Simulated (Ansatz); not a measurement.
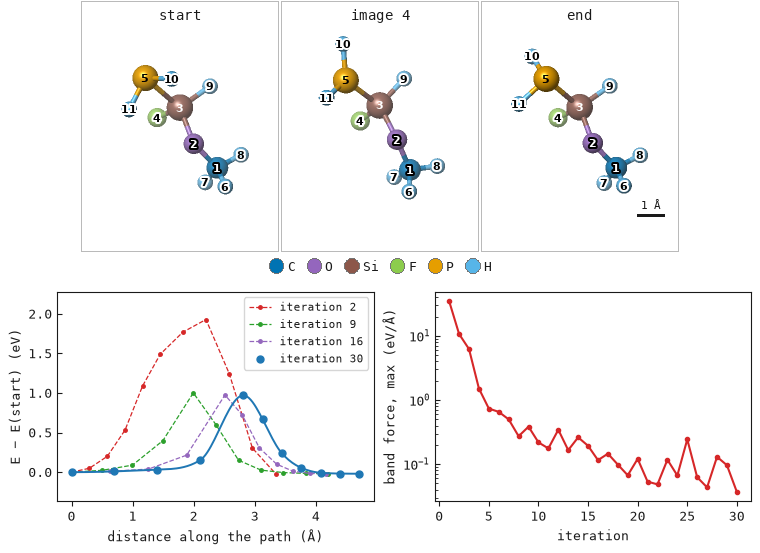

A nudged-elastic-band calculation for CH$_{6}$FOPSi. Images are numbered from 0 (start) to 10 (end). The plot follows the band through its iterations. Style: ball-and-stick. Shown from a free direction.

Level of theory: RKS PBE0-D4/def2-SVP in Ansatz. Run with 9 movable images; climbing image; force threshold 0.05 eV/Å; iteration limit 60; starting path through a guess of the saddle point.

### Did the band converge, and can the barrier be trusted?

The result is final at these settings. The band converged in 30 iterations. The largest component of the band force went from 35 to 0.037 eV/Å. The climbing image converged on the top of the path. Its vibrational analysis gives one imaginary mode (657i cm⁻¹), as a transition state must have. The first iteration put the highest image at 7.24 eV. The highest point, image 4, lies 0.97 eV above the start and 0.99 eV above the end; the end is at −0.02 eV relative to the start.

The run took 6.2 min on 2 threads of Intel(R) Xeon(R) 6975P-C (Granite Rapids) (shared host), peak memory 0.27 GiB.
